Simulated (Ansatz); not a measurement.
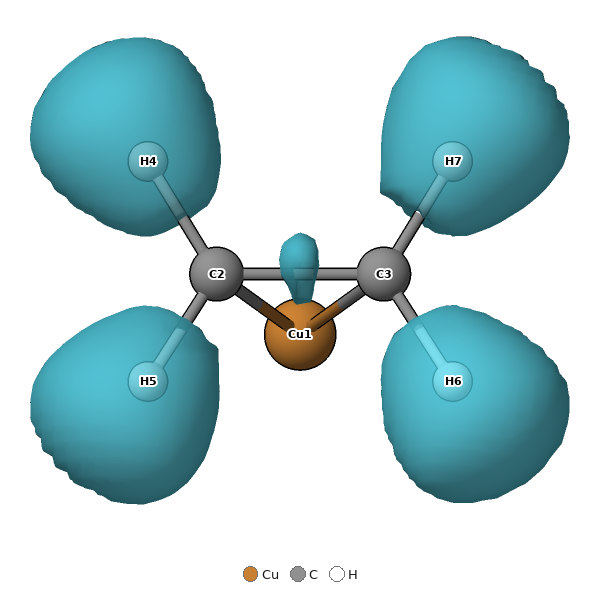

Figure 1: C₂H₄Cu (charge +1). Isosurface of the electron localisation function at 0.9 (cyan), seen from one side. Core shells and regions of very low density are left out.

Geometry: PBE0-D4/def2-TZVP.

Level of theory: RKS PBE0-D4/def2-TZVPPD in Ansatz 0.2.0.

Input

```
crystal:
  periodic: [false, false, false]
  atoms:
    - {symbol: Cu, position_ang: [0.060185, 0.139920, -1.747576]}
    - {symbol: C, position_ang: [0.669685, 0.051561, 0.262641]}
    - {symbol: C, position_ang: [-0.685749, -0.089015, 0.204716]}
    - {symbol: H, position_ang: [1.323351, -0.816730, 0.302628]}
    - {symbol: H, position_ang: [1.126670, 1.021826, 0.443075]}
    - {symbol: H, position_ang: [-1.345362, 0.765447, 0.337433]}
    - {symbol: H, position_ang: [-1.148680, -1.073109, 0.196983]}
basis:
  gaussian: {orbitals: "def2-TZVPPD.json"}
total_charge: 1
hamiltonian: {xc: pbe0, dispersion: d4}
output: {orbitals: {seedname: orbitals}}
```

Run with:

```sh
ansatz run in.yaml --threads 4 --pin off --events-out ev --progress --plain --max-ram 9574MiB
```

> Identify the bonds, lone pairs and shells in this picture.

The surface consists of one region between bonded C–C atoms (shared pairs) and four regions around hydrogen nuclei.

Values along the shortest contacts:
C–C (1.36 Å): the ELF peaks at about 0.95 between the atoms; a covalent bond. C–Cu (2.10 Å): the ELF peaks at about 0.70 in the valence shell of C, 0.7 Å from its nucleus, and is about 0.25 at the midpoint.
